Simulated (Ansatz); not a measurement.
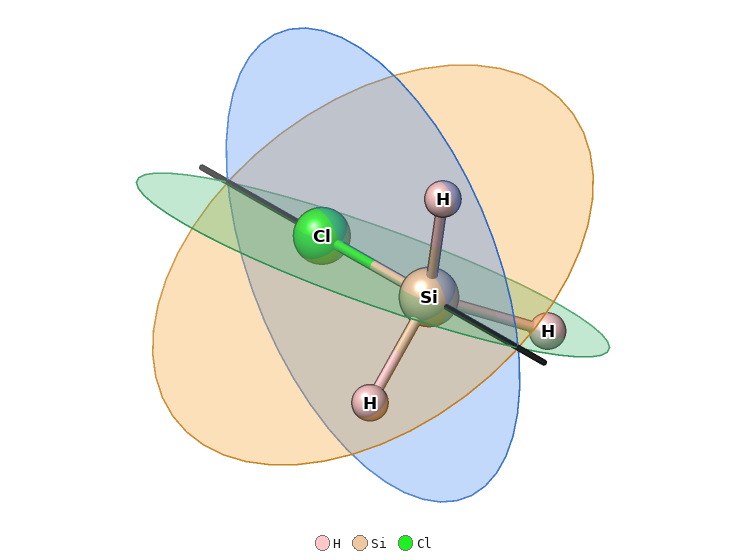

All proper rotation axes (lines) and mirror planes (discs) of the structure are drawn in. Distant atoms are faded towards the background colour. The computed structure is the end point of a PBE0-D4/def2-TZVP optimisation.

> Name the symmetry elements and the point group.

It has 1 C3 axis and 3 mirror planes. Point group C3v. The group has 6 operations. The geometry is achiral, and symmetry allows a dipole moment.
